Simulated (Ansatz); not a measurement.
# triplet CH3NOSSi: levels of theory compared

Aim: a comparison of 5 runs (UHF/3-21G, UB3LYP/6-31G*, UB3LYP/def2-SVP, UBHLYP/def2-SVP, UCCSD(T)/def2-SVP) of triplet CH3NOSSi. 

The calculation is run with Ansatz 0.2.0.

93 further runs of the same task are left out: 93 set aside as unsound or not needed. Runs told in other sessions of the task aren't counted.

## (1) The molecule

CH3NOSSi: 8 atoms, total charge 0, spin state triplet. As SMILES of the parent species, `[H]/N=C1/S[SiH]1O`. The shape is that of a PBE0-D4/def2-TZVP optimisation. This is one conformer, not always the lowest. That shape belongs to the parent species and isn't relaxed for this state.

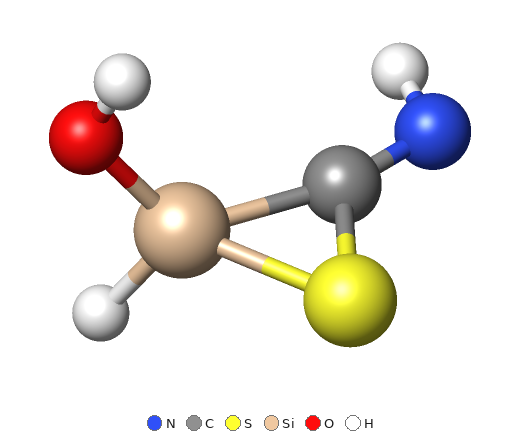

Viewed from a chosen angle; nitrogen blue, carbon grey, sulfur yellow, silicon light orange, oxygen red, hydrogen white.

## (2) A single-point energy at UHF/3-21G (run 1)

Input file job.yaml:

```yaml
crystal:
  periodic: [false, false, false]
  atoms:
    - symbol: N
      position_ang: [0.190900, 1.673800, 1.393300]
    - symbol: C
      position_ang: [0.219800, 0.565600, 0.811600]
    - symbol: S
      position_ang: [-0.007900, -1.092800, 1.554500]
    - symbol: Si
      position_ang: [0.323000, -0.715300, -0.484600]
    - symbol: O
      position_ang: [-0.831600, -0.972800, -1.603400]
    - symbol: H
      position_ang: [0.347300, 2.431900, 0.729100]
    - symbol: H
      position_ang: [1.597600, -1.091500, -1.118200]
    - symbol: H
      position_ang: [-1.746800, -0.856000, -1.337900]
basis:
  gaussian:
    orbitals: 3-21G.json
magnetization:
  spin_polarized: true
  initial_magnetization: 2
hamiltonian:
  xc: hf
accuracy: high
output:
  orbitals: {seedname: orbitals}
```

The basis set 3-21G is read from a file made from the Basis Set Exchange's data (not shown).

Launch:

```
ansatz run job.yaml --threads 1 --pin off --max-ram 2610MiB --events-out events.jsonl --progress --plain --runs-dir runs
```

What it wrote:

```text
Warning: RAYON_NUM_THREADS=1 ignored (pool sized by the plan → 1); use --threads N
Functional definition: HF
  name "HF"
  exchange = exact_x
  correlation = 0
1385 factors; integrals over basis functions are off by at most 8.2e-9 eV
mean field evaluation 1: about -23146.9601 eV, gradient 2.6e1 eV
mean field evaluation 2: about -23147.4320 eV, gradient 2.7e1 eV
mean field evaluation 4: about -23151.1197 eV, gradient 3.1e0 eV
mean field evaluation 8: about -23151.5599 eV, gradient 9.2e-1 eV
mean field evaluation 16: about -23151.6438 eV, gradient 3.3e-2 eV
mean field evaluation 32: about -23151.5077 eV, gradient 4.4e-1 eV
mean field evaluation 64: about -23151.5304 eV, gradient 4.0e-1 eV
mean field evaluation 96: about -23151.6031 eV, gradient 6.0e-1 eV
mean field evaluation 128: about -23151.6418 eV, gradient 1.3e-1 eV
mean field evaluation 160: about -23151.6438 eV, gradient 1.3e-6 eV
mean field -23151.64380276 eV, -850.8072170038 hartree, gradient 5.3e-8 eV, S^2 2.020273; 3 other end points of the search recorded, 0 dependent functions left out
reference -23151.64380276 eV, -850.8072170038 hartree; 28, 26 occupied and 31, 33 virtual orbitals, 1385 factors
Total energy: -23151.64380276 eV, -850.8072170038 hartree
```

It took 5.4 s on 1 thread of Arm Neoverse V2, shared host; peak memory 0.21 GiB.

## (3) The energy at UB3LYP/6-31G(d) (Cartesian functions) (run 2)

Input file in.yaml:

```yaml
crystal:
  periodic: [false, false, false]
  atoms:
    - {symbol: "N", position_ang: [0.190900, 1.673800, 1.393300]}
    - {symbol: C, position_ang: [0.219800, 0.565600, 0.811600]}
    - {symbol: S, position_ang: [-0.007900, -1.092800, 1.554500]}
    - {symbol: Si, position_ang: [0.323000, -0.715300, -0.484600]}
    - {symbol: O, position_ang: [-0.831600, -0.972800, -1.603400]}
    - {symbol: H, position_ang: [0.347300, 2.431900, 0.729100]}
    - {symbol: H, position_ang: [1.597600, -1.091500, -1.118200]}
    - {symbol: H, position_ang: [-1.746800, -0.856000, -1.337900]}
basis:
  gaussian:
    orbitals: "6-31G*"
output: {orbitals: {seedname: orbitals}}
hamiltonian:
  xc: {name: B3LYP}
accuracy: high
magnetization:
  spin_polarized: true
  initial_magnetization: 2
```

Launch:

```
ansatz run in.yaml --threads 1 --pin off --max-ram 2610MiB --events-out events.jsonl --progress --plain --runs-dir runs
```

What it wrote:

```text
Warning: RAYON_NUM_THREADS=1 ignored (pool sized by the plan → 1); use --threads N
Functional definition: B3LYP
  name "B3LYP"
  parameter a0 = 0.2
  parameter ax = 0.72
  parameter ac = 0.81
  exchange = (1 - a0 - ax)*slater_x + ax*b88_x + a0*exact_x
  correlation = (1 - ac)*vwn_rpa_c + ac*lyp_c
1908 factors; integrals over basis functions are off by at most 3.9e-9 eV
mean field evaluation 1: about -23320.7546 eV, gradient 5.1e1 eV
mean field evaluation 2: about -23265.9117 eV, gradient 1.1e2 eV
mean field evaluation 4: about -23331.2261 eV, gradient 1.4e1 eV
mean field evaluation 8: about -23332.0753 eV, gradient 3.8e-1 eV
mean field evaluation 16: about -23332.2478 eV, gradient 5.0e-2 eV
mean field evaluation 32: about -23332.2481 eV, gradient 2.6e-5 eV
mean field -23332.24806317 eV, -857.4443011558 hartree, gradient 6.8e-8 eV, S^2 2.006795; 2 other end points of the search recorded, 0 dependent functions left out
reference -23332.24810181 eV, -857.4443025756 hartree; 28, 26 occupied and 61, 63 virtual orbitals, 1908 factors
Total energy: -23332.24810181 eV, -857.4443025756 hartree
```

Run time: 33 s. Hardware: 1 thread of Arm Neoverse V2, shared host; peak memory 0.45 GiB.

Runs 3 to 4 aren't shown in full; the table further down has their settings and results.

## (4) The energy at UCCSD(T)/def2-SVP (run 5)

job.yaml: that of step 2 with these lines changed.

```diff
@@ -1 +1,3 @@
+basis:
+  gaussian: {orbitals: def2-SVP}
 crystal:
@@ -3,3 +5,3 @@
   atoms:
-    - symbol: N
+    - symbol: "N"
       position_ang: [0.190900, 1.673800, 1.393300]
@@ -19,12 +21,5 @@
       position_ang: [-1.746800, -0.856000, -1.337900]
-basis:
-  gaussian:
-    orbitals: 3-21G.json
-magnetization:
-  spin_polarized: true
-  initial_magnetization: 2
-hamiltonian:
-  xc: hf
+magnetization: {spin_polarized: true, initial_magnetization: 2}
+correlation: {method: ccsd_t, frozen_orbitals: {C: 1, H: 0, "N": 1, O: 1, S: 5, Si: 5}}
 accuracy: high
-output:
-  orbitals: {seedname: orbitals}
+scf: {omitted_lower_state_checks: [cluster_reference, increment]}
```

Launch:

```
ansatz run job.yaml --threads 1 --pin off --max-ram 2610MiB --events-out events.jsonl --progress --plain --runs-dir runs
```

What it wrote:

```text
Warning: RAYON_NUM_THREADS=1 ignored (pool sized by the plan → 1); use --threads N
[... 4 set-up lines as earlier in the session ...]
these checks for a lower state are left out or cut short: cluster_reference, increment
2023 factors; integrals over basis functions are off by at most 5.1e-8 eV
mean field evaluation 1: about -23258.9654 eV, gradient 2.9e1 eV
mean field evaluation 2: about -23258.9790 eV, gradient 2.9e1 eV
mean field evaluation 4: about -23263.2145 eV, gradient 3.4e0 eV
mean field evaluation 8: about -23263.6064 eV, gradient 7.9e-1 eV
mean field evaluation 16: about -23263.6755 eV, gradient 2.5e-2 eV
mean field evaluation 32: about -23263.4120 eV, gradient 5.6e0 eV
mean field evaluation 64: about -23263.6750 eV, gradient 1.5e-1 eV
mean field evaluation 96: about -23263.6512 eV, gradient 1.3e0 eV
mean field evaluation 128: about -23263.6268 eV, gradient 2.3e0 eV
mean field -23263.67557274 eV, -854.9243086127 hartree, gradient 3.5e-8 eV, S^2 2.031621; 6 other end points of the search recorded, 0 dependent functions left out
13 core orbitals not correlated: weight in the atoms' cores, before any rotation towards them, 1.000 or more for the frozen orbitals, at most 0.000 for the correlated occupied ones
reference -23263.67557274 eV, -854.9243086127 hartree; 15, 13 occupied and 65, 67 virtual orbitals, 2023 factors
second order -18.05207246 eV of doubles, -0.00000000 eV of singles
cycle   1  -18.49875175 eV  change   -4.5e-1 eV  update   1.2e-1
cycle   2  -19.06343073 eV  change   -5.6e-1 eV  update   4.4e-2
cycle   3  -19.23510737 eV  change   -1.7e-1 eV  update   3.6e-2
cycle   4  -19.26226908 eV  change   -2.7e-2 eV  update   2.2e-2
cycle   5  -19.27368474 eV  change   -1.1e-2 eV  update   1.4e-2
cycle   6  -19.28489012 eV  change   -1.1e-2 eV  update   7.4e-3
cycle   7  -19.28893493 eV  change   -4.0e-3 eV  update   5.5e-3
cycle   8  -19.29143753 eV  change   -2.5e-3 eV  update   4.7e-3
cycle   9  -19.29386450 eV  change   -2.4e-3 eV  update   4.1e-3
cycle  10  -19.29428401 eV  change   -4.2e-4 eV  update   3.3e-3
cycle  11  -19.29795708 eV  change   -3.7e-3 eV  update   2.3e-3
cycle  12  -19.30011699 eV  change   -2.2e-3 eV  update   1.3e-3
cycle  13  -19.30053302 eV  change   -4.2e-4 eV  update   7.3e-4
cycle  14  -19.30058901 eV  change   -5.6e-5 eV  update   4.3e-4
cycle  15  -19.30029800 eV  change    2.9e-4 eV  update   2.3e-4
cycle  16  -19.30020572 eV  change    9.2e-5 eV  update   1.2e-4
cycle  17  -19.30021852 eV  change   -1.3e-5 eV  update   6.8e-5
cycle  18  -19.30024893 eV  change   -3.0e-5 eV  update   3.8e-5
cycle  19  -19.30027052 eV  change   -2.2e-5 eV  update   2.3e-5
cycle  20  -19.30028551 eV  change   -1.5e-5 eV  update   1.4e-5
cycle  21  -19.30028887 eV  change   -3.4e-6 eV  update   8.4e-6
cycle  22  -19.30029185 eV  change   -3.0e-6 eV  update   5.0e-6
cycle  23  -19.30029245 eV  change   -6.0e-7 eV  update   2.2e-6
cycle  24  -19.30029383 eV  change   -1.4e-6 eV  update   1.2e-6
cycle  25  -19.30029397 eV  change   -1.4e-7 eV  update   7.1e-7
cycle  26  -19.30029404 eV  change   -7.3e-8 eV  update   3.8e-7
cycle  27  -19.30029388 eV  change    1.6e-7 eV  update   2.4e-7
cycle  28  -19.30029368 eV  change    2.0e-7 eV  update   1.5e-7
cycle  29  -19.30029362 eV  change    6.3e-8 eV  update   8.9e-8
cycle  30  -19.30029356 eV  change    6.5e-8 eV  update   5.9e-8
cycle  31  -19.30029369 eV  change   -1.4e-7 eV  update   1.2e-7
cycle  32  -19.30029367 eV  change    2.9e-8 eV  update   3.7e-8
cycle  33  -19.30029368 eV  change   -1.4e-8 eV  update   2.0e-8
cycle  34  -19.30029368 eV  change   -1.5e-9 eV  update   1.4e-8
cycle  35  -19.30029369 eV  change   -4.6e-9 eV  update   1.1e-8
cycle  36  -19.30029369 eV  change   -6.4e-9 eV  update   8.9e-9
cycle  37  -19.30029370 eV  change   -3.6e-9 eV  update   7.0e-9
cycle  38  -19.30029370 eV  change   -6.2e-9 eV  update   5.2e-9
cycle  39  -19.30029371 eV  change   -4.5e-9 eV  update   3.2e-9
cycle  40  -19.30029371 eV  change   -1.8e-9 eV  update   2.0e-9
perturbative correction -0.68302891 eV, -0.0251008494 hartree
Total energy: -23283.65889536 eV, -855.6586821737 hartree
Checks for a lower state left out: cluster_reference, increment
```

It took 3 min on 1 thread of Arm Neoverse V2, shared host; peak memory 1.1 GiB.

## (5) All runs side by side

```tsv
run	level	Cartesian functions	frozen core orbitals	energy (Eh)	HOMO energy (eV)	⟨S²⟩	wall time
1	UHF/3-21G	no	–	-850.807217	-6.56	2.020	5.4 s
2	UB3LYP/6-31G* (Cartesian functions)	yes	–	-857.444303	-3.02	2.007	33 s
3	UB3LYP/def2-SVP	no	–	-857.142099	-3.00	2.007	29 s
4	UBHLYP/def2-SVP	no	–	-857.005287	-4.38	2.017	30 s
5	UCCSD(T)/def2-SVP	no	13	-855.658682	–	2.032	3 min
```

## (6) What came out

| quantity | value |
| --- | --- |
| run 5: total energy | -855.65868 Eh |
| run 5: correlation energy (13 core orbitals frozen) | -734.4 mEh |
| run 5: (T) correction | -25.10 mEh |
| run 5: ⟨S²⟩ of the reference determinant | 2.032 |
| run 5: T1 diagnostic | 0.042 |

In words: Totals of different functionals can't be ranked against each other. All runs together took 4.6 min, the longest 3 min.
